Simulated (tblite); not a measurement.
# Frequency calculation, with input and output: CH15NOSi5

- system: CH15NOSi5
- method: GFN2-xTB harmonic vibrations, gas phase (tblite 0.8.0)

It belongs to a series of runs on one base structure; here: H on Si replaced by CH2SiH3.

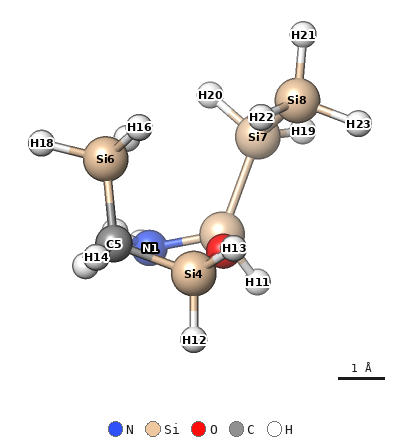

*The structure (ball-and-stick view, seen at a tilt; atoms are numbered from 1 in the order of the input).*

Bond lengths as drawn: C–H 1.09 Å, C–Si 1.89 to 1.90 Å, H–N 1.01 Å, H–Si 1.46 to 1.48 Å, N–Si 1.73 Å, O–Si 1.61 to 1.63 Å and Si–Si 2.31 to 2.32 Å.

## Key numbers

```tsv
quantity	value
outcome	converged
total energy	−694.5885 eV
zero-point energy	91.2360 kcal/mol
hardware	1 CPU thread, shared host
wall time	6.2 s
peak memory	0.19 GiB
```

## Input
```
{"job": {"kind": "ir", "xc": "GFN2-xTB", "basis": "xTB"}, "charge": 0, "multiplicity": 1}
N      0.183080     1.852005    -1.952864
Si     1.214207     0.541542    -1.489198
O      0.255617    -0.755980    -1.237831
Si    -1.163400    -1.519040    -1.168142
C     -2.498442    -0.367044    -0.462029
Si    -2.092467     0.415001     1.214915
Si     2.387072     0.710250     0.494042
Si     2.159778    -1.061308     1.968884
H     -0.643450     2.027493    -1.403058
H      0.605742     2.727337    -2.214935
H      1.946398     0.242871    -2.725574
H     -1.520544    -1.947250    -2.522542
H     -0.901723    -2.651914    -0.279495
H     -3.427063    -0.930652    -0.372855
H     -2.697077     0.424996    -1.186017
H     -1.928524    -0.611163     2.246315
H     -0.870666     1.228822     1.139217
H     -3.197763     1.302063     1.606373
H      3.815824     0.938873     0.188578
H      2.041764     1.975077     1.186477
H      2.581899    -0.758151     3.342683
H      0.776842    -1.538377     2.073363
H      2.968144    -2.218466     1.563772
```

The first line tells a small driver script what to run in tblite; the rest is the geometry in Å.

Launch command:
```bash
OMP_NUM_THREADS=1 python <driver script> task.json out
```

## What the program printed
```
mode    cm-1     km/mol
  1     -31.1      0.00
  2      36.1      0.09
  3      40.3      1.08
  4      48.5      0.06
  5      65.3      0.93
  6      73.7      2.25
  7      85.3      0.95
  8     121.3      1.02
  9     136.2      5.59
 10     145.8      2.40
 11     161.1      7.90
 12     193.6     12.00
 13     221.3     14.84
 14     282.1     29.68
 15     339.2     25.08
 16     389.2     16.27
 17     436.9     10.42
 18     447.0     10.49
 19     473.0     20.37
 20     487.5     13.79
 21     493.0     20.99
 22     514.3     28.20
 23     530.2    349.92
 24     558.1     33.37
 25     564.8      3.37
 26     602.8    178.76
 27     615.5    387.81
 28     647.2     36.20
 29     666.8     38.11
 30     685.2    113.75
 31     703.8     95.25
 32     766.7    370.84
 33     778.7     48.43
 34     782.5    234.77
 35     795.2    354.93
 36     805.2    586.06
 37     810.8     30.70
 38     813.5    332.16
 39     817.4    177.28
 40     827.5     55.93
 41     832.3    139.04
 42     850.1    165.96
 43     881.6    177.83
 44    1017.9      1.57
 45    1069.0    641.95
 46    1136.9    106.03
 47    1459.0      0.10
 48    1522.5     55.56
 49    2075.8    286.21
 50    2111.6    307.00
 51    2176.0    361.04
 52    2200.2    642.95
 53    2204.3    445.06
 54    2210.0    411.60
 55    2211.6    136.99
 56    2223.9    310.65
 57    2232.3    241.30
 58    2253.9    131.46
 59    2263.1    425.10
 60    2962.3     39.17
 61    2983.7     32.35
 62    3469.2      5.29
 63    3511.2      1.03
```

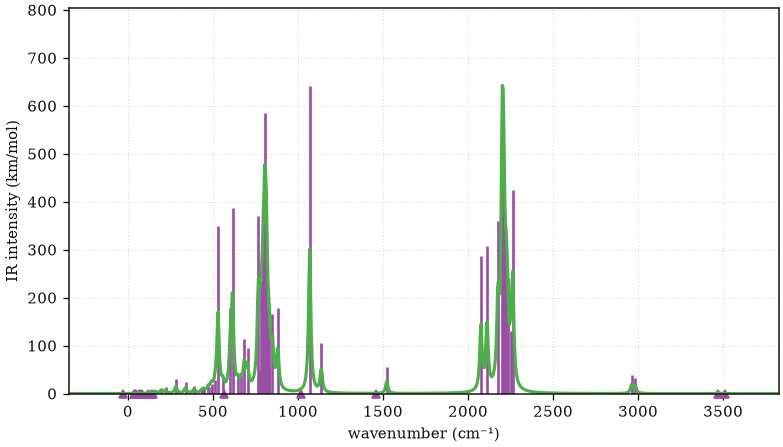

*Harmonic infrared spectrum, unscaled: sticks (degenerate modes added up, dark ones marked on the axis) with a Lorentzian envelope of 16 cm⁻¹ full width, scaled to the tallest stick; imaginary modes are drawn at negative wavenumbers.*

63 modes from 31i to 3511 cm⁻¹, 1 imaginary beyond 8i (31i cm⁻¹): not a clean minimum; so soft a mode can be a shallow saddle, an incomplete relaxation or noise of the force constants. The strongest line is at 2200 cm⁻¹ (643 km/mol).
